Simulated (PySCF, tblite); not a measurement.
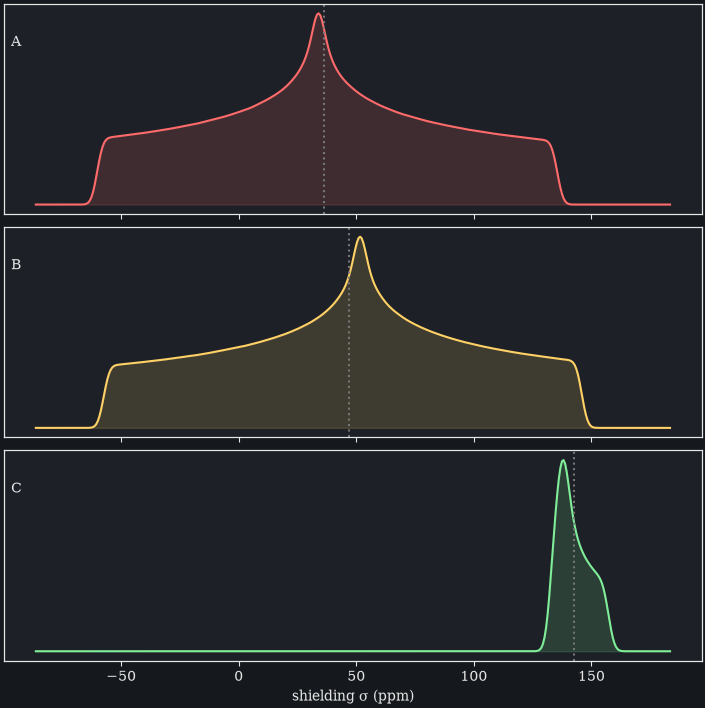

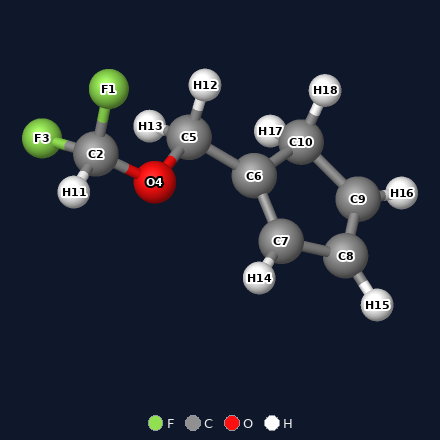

Static powder patterns (¹³C) from GIAO shielding tensors of C₇H₈F₂O, SMILES FC(F)OCC1=CC=CC1, PBE0/pcSseg-1 in PySCF 2.14.0, at a GFN2-xTB geometry (a minimum by its frequencies); absolute shielding, one fixed geometry of the isolated molecule without any motion, no dipolar terms. The dotted line is the isotropic value; skew is 3(σiso − σ22)/span.

### The panels belong to C6, C8 and C10. Which is which?

panel A: C6, σ11, σ22, σ33 = −60, 34, 135 ppm, isotropic 36, span 196 ppm, skew 0.04; panel B: C8, σ11, σ22, σ33 = −57, 52, 146 ppm, isotropic 47, span 203 ppm, skew −0.07; panel C: C10, σ11, σ22, σ33 = 133, 138, 157 ppm, isotropic 143, span 25 ppm, skew 0.56.

Caveats: the tight-binding geometry is rougher than a DFT one and adds to the error; one conformer of a flexible molecule.
